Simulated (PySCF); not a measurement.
# C$_{4}$HF$_{5}$: what the fields show

Input file:

```
{"job": {"kind": "uv", "xc": "B3LYP", "basis": "def2-SVPD", "nstates": 8, "ntriplets": 3}, "charge": 0, "multiplicity": 1}
F      2.058399     0.456992    -1.513516
C      1.320632     0.398893    -0.445882
C      0.965995     0.858485     0.721833
C      0.255236    -0.370206     0.225123
F      0.551657    -1.589108     0.788136
C     -1.198733    -0.342701    -0.220728
F     -1.481859     0.844563    -0.778206
F     -1.477407    -1.279843    -1.128469
F     -2.047943    -0.509226     0.795934
H      1.062906     1.536804     1.533245
```

Run with:

```sh
OMP_NUM_THREADS=1 python probes_run.py task.json out
```

Geometry: GFN2-xTB.

The calculation used B3LYP/def2-SVPD, SCF density, gas phase in PySCF.

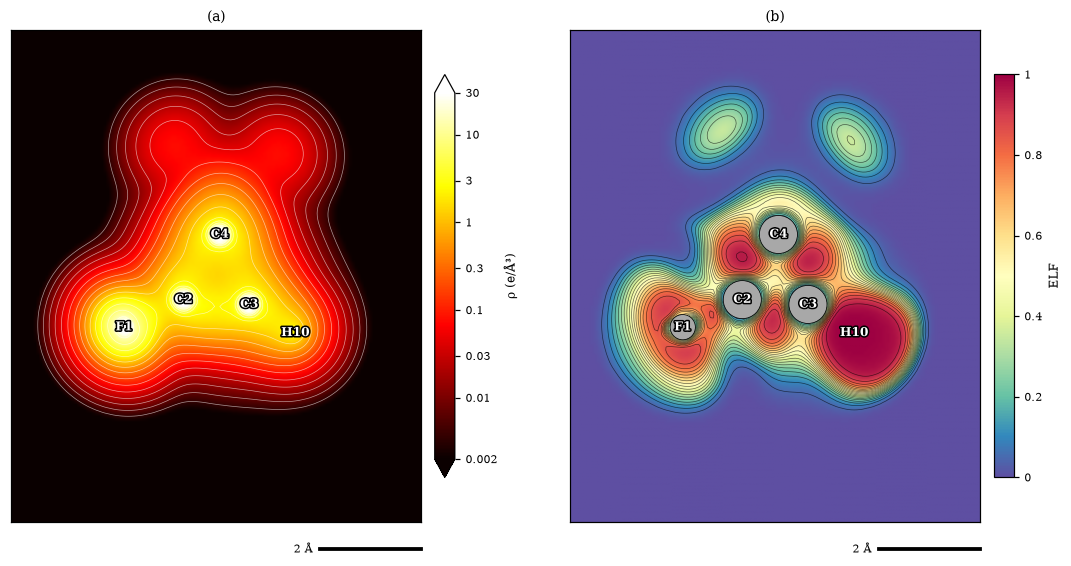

Figure 1. (a) electron density; (b) electron localisation function on the plane of atoms F1, C2 and C3. Grey discs cover the atomic cores in the ELF map.

**Interpret the plot.**

- Atoms in the plane: F, C and H.
- C–F (1.30 Å): ρ is about 2.5 e/Å³ halfway; the ELF peaks at about 0.85 between the atoms; a polar covalent bond.
- C–C (1.30 Å): ρ at the midpoint is about 2.2 e/Å³; the ELF peaks at about 0.85 between the atoms; a short, multiple covalent bond.
- C–H (1.06 Å): ρ at the midpoint is about 2.1 e/Å³; the ELF climbs to about 1 towards the hydrogen, as it does in any bond to H: a covalent bond by its length.
- C–C (1.48 Å): ρ at the midpoint is about 1.7 e/Å³; the ELF peaks at about 0.80 between the atoms (a shared electron pair).
- The ELF also peaks beside F1, away from the bonds: lone-pair regions.

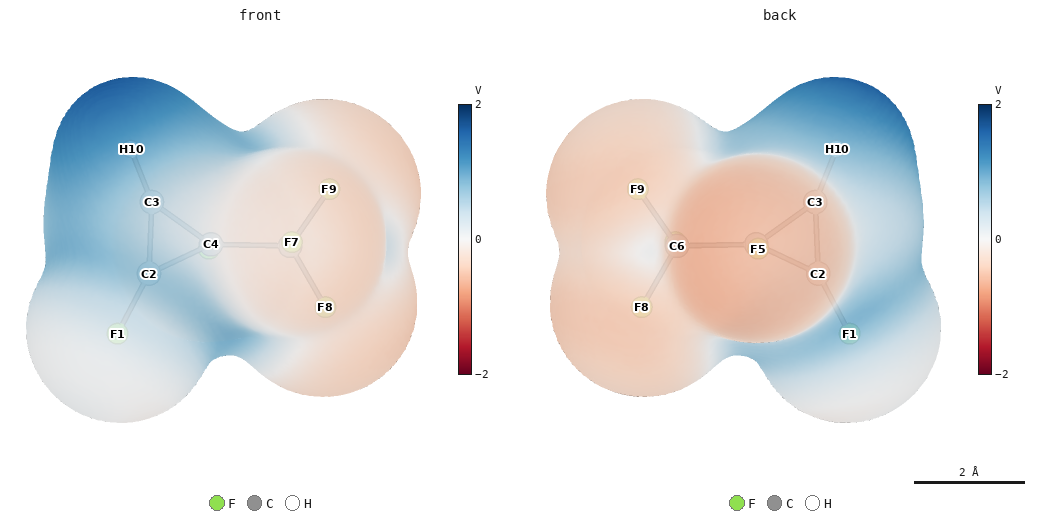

Figure 2. The molecular electrostatic potential painted on the density surface at 0.001 e/bohr³, seen from the front and from behind; red is negative and blue positive.

**Which sites attract a positive test charge, and which a negative one?**

A positive charge is drawn to the negative regions and a negative charge to the positive ones. The most negative region (about −0.7 V, or −16 kcal/mol for a unit charge) lies over F5, the most positive (about +1.6 V, or +37 kcal/mol for a unit charge) over H10.

**What dipole moment does the calculation give?**

Its dipole moment is 2.71 D.
